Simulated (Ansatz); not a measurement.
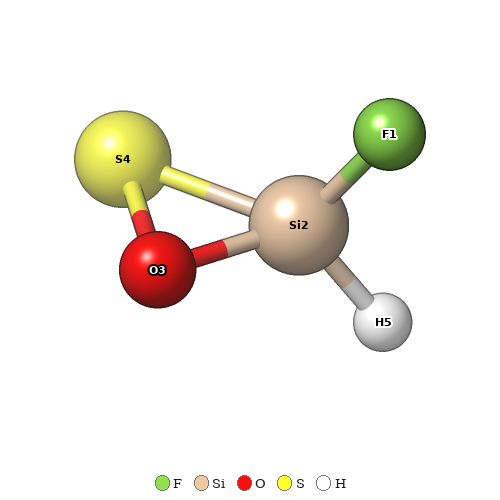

The system is FHOSSi, SMILES F[SiH]1OS1; the picture shows the reference structure. 
- First axis: bond length F1–Si2. Second axis: bond length Si2–H5.
- Nothing is relaxed (all other coordinates rigid).
- The scan uses an 11 × 11 grid.
- Points are written as (first, second).
- All energies are given in kcal/mol relative to the lowest grid point.
- The reference is spin-restricted, which grows unreliable where a bond is stretched far.
- The calculation used RKS BHLYP-D4/def2-TZVP (Ansatz).

Its coordinates:

```yaml
atoms:
  - { symbol: F, position_ang: [-1.4194, 0.3743, 0.9032] }
  - { symbol: Si, position_ang: [-0.1725, 0.2327, -0.0281] }
  - { symbol: O, position_ang: [1.1533, -0.4638, 0.5812] }
  - { symbol: S, position_ang: [0.4955, -1.5954, -0.6500] }
  - { symbol: H, position_ang: [-0.0568, 1.4522, -0.8062] }
```

Range: bond length F1–Si2 from 1.375 to 1.953 Å; bond length Si2–H5 from 1.190 to 2.177 Å.

What landscape does the calculation give?

Answer. The lowest grid point is at (1.549 Å, 1.486 Å). No other kind of well shows on this grid. The highest grid point, (1.953 Å, 2.177 Å), lies 87 kcal/mol above the lowest. Round the minimum the two coordinates are nearly uncoupled.

| bond length Si2–H5 ↓, bond length F1–Si2 → | 1.375 | 1.433 | 1.491 | 1.549 | 1.606 | 1.664 | 1.722 | 1.780 | 1.838 | 1.896 | 1.953 |
| --- | --- | --- | --- | --- | --- | --- | --- | --- | --- | --- | --- |
| 2.177 | 73 | 60 | 53 | 51 | 52 | 55 | 60 | 66 | 73 | 80 | 87 |
| 2.078 | 65 | 51 | 44 | 42 | 43 | 46 | 51 | 57 | 64 | 71 | 78 |
| 1.979 | 56 | 43 | 36 | 33 | 34 | 37 | 42 | 48 | 55 | 62 | 69 |
| 1.881 | 47 | 34 | 27 | 24 | 25 | 29 | 34 | 40 | 46 | 54 | 61 |
| 1.782 | 39 | 26 | 19 | 16 | 17 | 20 | 25 | 31 | 38 | 45 | 53 |
| 1.683 | 32 | 19 | 11 | 9 | 10 | 13 | 18 | 24 | 31 | 38 | 45 |
| 1.585 | 27 | 13 | 6 | 3 | 4 | 7 | 12 | 18 | 25 | 32 | 39 |
| 1.486 | 24 | 10 | 3 | 0 | 1 | 4 | 9 | 15 | 21 | 29 | 36 |
| 1.387 | 25 | 11 | 3 | 1 | 1 | 5 | 9 | 15 | 22 | 29 | 37 |
| 1.289 | 32 | 18 | 11 | 8 | 8 | 11 | 16 | 22 | 29 | 36 | 43 |
| 1.190 | 49 | 35 | 27 | 24 | 25 | 28 | 33 | 39 | 45 | 52 | 60 |

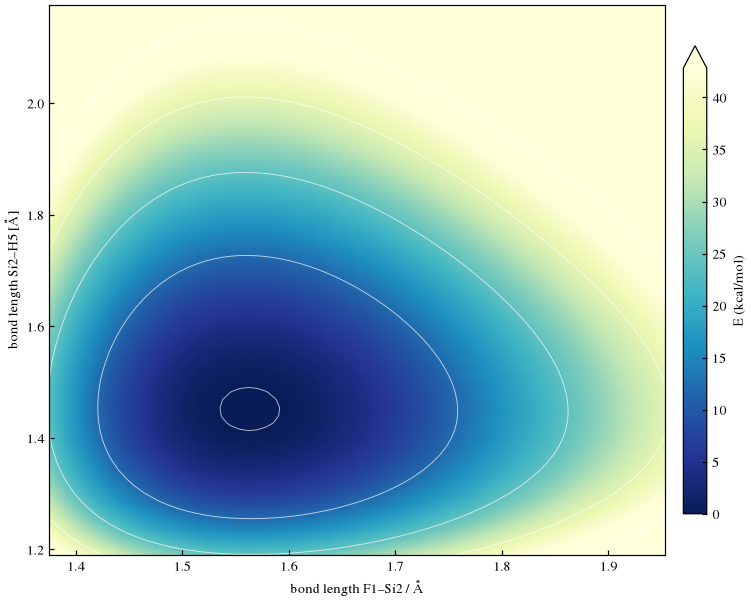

The picture shows a smooth colour map with a few white contour lines, one colour for all values above the top of the scale. Between grid points the surface is interpolated.

Time for the 121 points that were run: 8.8 min on 1 thread of Arm Neoverse V2, on a shared host.
